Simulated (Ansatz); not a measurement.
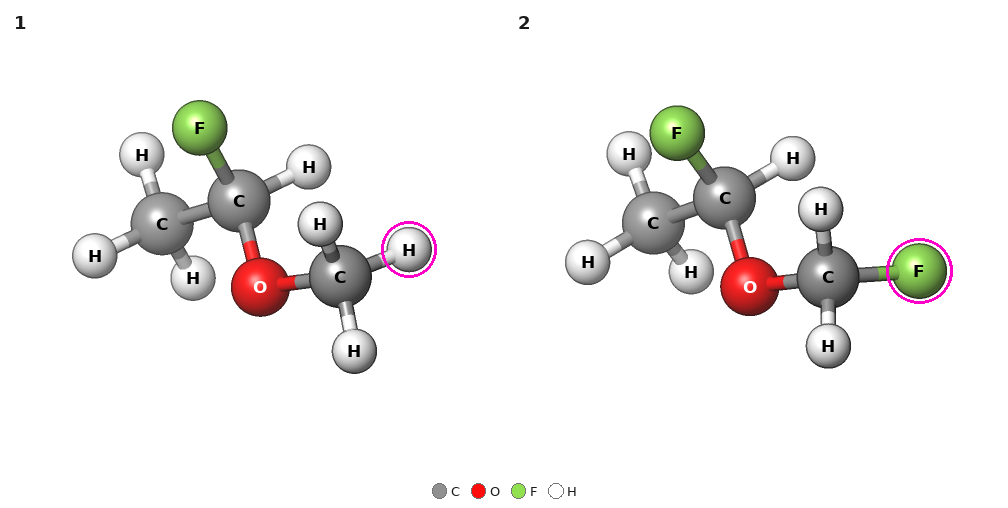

2 molecules with one skeleton, seen from the same side and at one scale; the atom that differs is circled. Charge 0, singlet. Computed geometries: PBE0-D4/def2-TZVP optimisations, one conformation each. Properties computed with Ansatz 0.2.0.

One atom differs, called X below: H in panel 1, F in panel 2. Their formulas are C3H7FO (`CO[C@@H](C)F`), C3H6F2O (`C[C@@H](F)OCF`).

Question: In which is the length of X–C larger (PBE0-D4/def2-TZVP)?

Answer: In panel 2 (X = F).

Question: In which is the dipole moment larger (B3LYP-D4/def2-TZVPP)?

Answer: In panel 1 (X = H).

Give the values. With PBE0-D4/def2-TZVP: length of X–C (Å), mean angle X–C–H (°). With B3LYP-D4/def2-TZVPP: dipole moment (D), HOMO energy (Kohn–Sham orbital) (eV), HOMO–LUMO gap (eV).

```csv
quantity,1 (H),2 (F),2 − 1
length of X–C (Å),1.097,1.377,+0.280
mean angle X–C–H (°),109.1,107.7,−1.4
dipole moment (D),1.54,0.56,−0.98
HOMO energy (Kohn–Sham orbital) (eV),−8.06,−9.05,−0.99
HOMO–LUMO gap (eV),9.21,10.21,+1.00
```
